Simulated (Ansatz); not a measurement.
# Fields on a plane of MoSi2 (MoSi2 type, space group I4/mmm)

```xyz
3
Lattice="-1.6085 1.6085 3.9366 1.6085 -1.6085 3.9366 1.6085 1.6085 -3.9366" Properties=species:S:1:pos:R:3 pbc="T T T"
Mo     0.0000     0.0000     0.0000
Si     0.0000     0.0000     2.6384
Si     0.0000     0.0000     5.2348
```

The slice is a (001) plane (indices of the conventional cell) through the point (0.000, 0.000, 0.000) (fractional), spanned by u = [101] and v = [011] in vectors of this cell: u (3.22 Å) and v (3.22 Å, at 90° to u). It covers one period; positions are fractions (u, v).

Atoms on it: Mo at (0.00, 0.00).

The numbers are results of PBE (plane waves to 420 eV, PAW, scalar-relativistic; Ansatz, an electronic-structure program), not measurements. k mesh 20×20×20. Near the nuclei the fields are pseudised (PAW); where an atom keeps semicore shells as valence, they peak there. MoSi2 is run without spin polarisation. MoSi2 was relaxed with its symmetry unable to fall. The PAW data are Ansatz's earlier set.

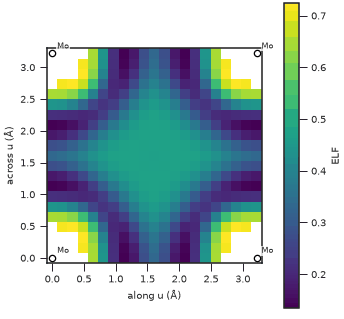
Fig. 1. Electron localisation function (ELF), one period of the plane, atoms marked. Points within 0.5 Å of a nucleus are left white, as the pseudised field means little there.

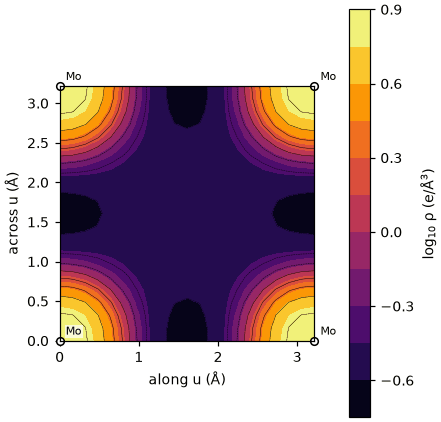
Figure. Log₁₀ of the valence density in e/Å³, one period of the plane, atoms marked. The scale is logarithmic, as a density can span decades between atoms and voids.
